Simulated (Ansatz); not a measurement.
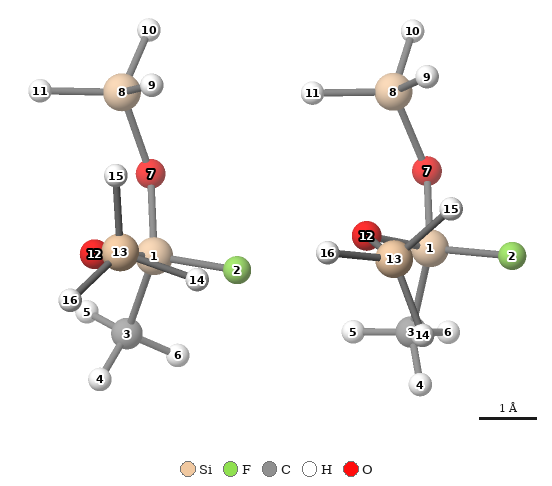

Two geometries of CH$_{9}$FO$_{2}$Si$_{3}$, drawn at one scale. One is the start of a relaxation, the other its converged end. A ball-and-stick model, seen from a free direction.

Level of theory: Ansatz, RKS r2SCAN-D4/STO-3G. Settings: no spin polarisation; force threshold 0.02 eV/Å; at most 40 steps.

> Which one is relaxed?

The right one is the relaxed one. The run prepares the start of a later molecular dynamics calculation, from a guessed geometry. H14 moves most after the best rigid fit: 1.35 Å. Largest moves by element: H 1.35 Å, O 0.34 Å, F 0.33 Å, C 0.19 Å, Si 0.15 Å. Some distances before and after: Si1–F2 1.590 → 1.637 Å, O12–Si13 1.680 → 1.700 Å, C3–H4 1.110 → 1.095 Å, Si1–O12 1.679 → 1.689 Å. Among the angles between lasting bonds that change: Si1–O7–Si8 125.0° → 116.3°, Si1–O12–Si13 125.0° → 117.0°, C3–Si1–O12 109.5° → 114.1°. Groups turn about Si1–C3 by about 40°, O12–Si13 by about 30°, Si1–O12 by about 25°. Over 21 accepted moves (23 points after the start) the energy falls by 5.44 kcal/mol. Largest force component: 1.7 eV/Å at the start, 0.0078 eV/Å at the end. The line search rejected the trial steps at points 10, 16 of the run. Cost: 3.7 min on 1 thread of Arm Neoverse V1, with other jobs on the host, peak memory 0.2 GiB.

Limits of the set-up: STO-3G is a minimal basis, so the numbers are rough.
